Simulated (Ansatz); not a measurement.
## A ladder of methods for CH5Si (SMILES C[SiH2])

CH5Si: 7 atoms, total charge 0, spin state doublet. As SMILES, `C[SiH2]`. Geometry: relaxed at PBE0-D4/def2-TZVP.

```xyz
7

C    -0.1226   -0.8032    0.0952
Si    0.1762    1.0348    0.3140
H    -0.2048   -1.0549   -0.9666
H     0.6992   -1.3833    0.5195
H    -1.0471   -1.1077    0.5895
H    -0.9515    1.8464   -0.2257
H     1.4506    1.4680   -0.3260
```

Quantity: the energy change with the C1–Si2 bond stretched from 1.875 to 3.750 Å, in eV. The values are calculated.

| level | kind | program | value (eV) | less FCI/STO-3G |
| --- | --- | --- | --- | --- |
| U-r2SCAN/STO-3G | meta-GGA | Ansatz | 4.68 | +0.48 |
| UBHLYP/STO-3G | global hybrid | Ansatz | 4.48 | +0.28 |
| U-wB97X/STO-3G | range-separated hybrid | Ansatz | 4.76 | +0.56 |
| UHSE06/STO-3G | range-separated hybrid | Ansatz | 4.76 | +0.56 |
| UMP2/STO-3G | perturbation theory | Ansatz | 4.36 | +0.16 |
| UCCSD/STO-3G | coupled cluster or CI | Ansatz | 4.19 | -0.01 |
| UCCSDT/STO-3G | coupled cluster or CI | Ansatz | 4.20 | 0.00 |
| UCCSDTQ/STO-3G | coupled cluster or CI | Ansatz | 4.20 | 0.00 |
| FCI/STO-3G | exact in the basis | Ansatz | 4.20 | 0.00 |

FCI/STO-3G is exact within its basis and frozen core, so for wave-function methods in that basis the difference is their error; functionals converge differently with the basis, so for them it is only a difference. The first shape isn't each level's own minimum. The values span 4.19 to 4.76 eV. Spin contamination of the reference (⟨S²⟩ at least 0.1 too high) touches U-r2SCAN/STO-3G, UBHLYP/STO-3G, U-wB97X/STO-3G, UHSE06/STO-3G, UMP2/STO-3G, UCCSD/STO-3G, UCCSDT/STO-3G, UCCSDTQ/STO-3G. All rows use very small basis sets, so none should be taken for the real molecule's value.

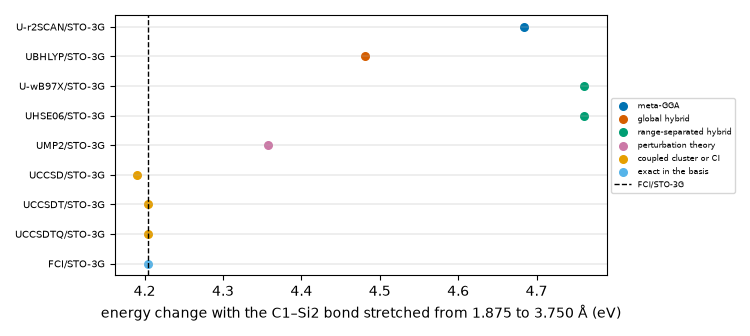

The values of the table, level by level.
